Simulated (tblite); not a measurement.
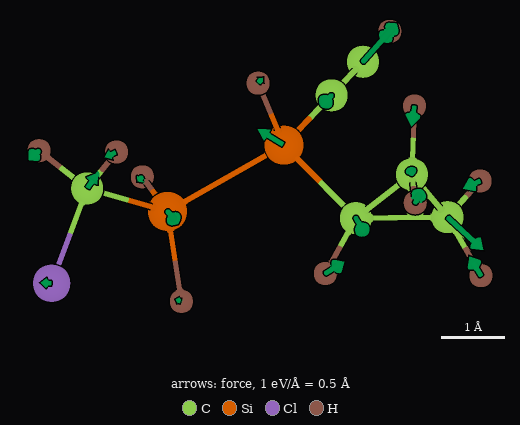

Starting geometry of C₆H₁₁ClSi₂ with the computed forces as green arrows. Style: ball-and-stick. Shown from a free direction.

The calculation used GFN2-xTB geometry optimisation, gas phase in tblite. 

### What follows when this structure is relaxed?

It isn't relaxed: the largest force vector, on a C atom, is 2.77 eV/Å. The final displacements have little in common with the starting forces (cosine between the two patterns 0.11). After 231 geometry steps the energy has fallen by 16.3 kcal/mol. An H atom moves most after the best rigid fit: 1.65 Å. By element the largest moves are H 1.65 Å, Cl 1.29 Å, C 0.67 Å, Si 0.40 Å. Among the contacts that change: C–Si 1.827 → 1.890 Å, Si–Si 2.262 → 2.323 Å, C–C 1.539 → 1.503 Å, C–H 1.117 → 1.080 Å. Bond angles that change, for instance: Si–C–C 111.6° → 120.7°, Cl–C–H 114.7° → 106.5°, Si–Si–H 107.1° → 115.3°. Groups turn about C–Si by about 70°.
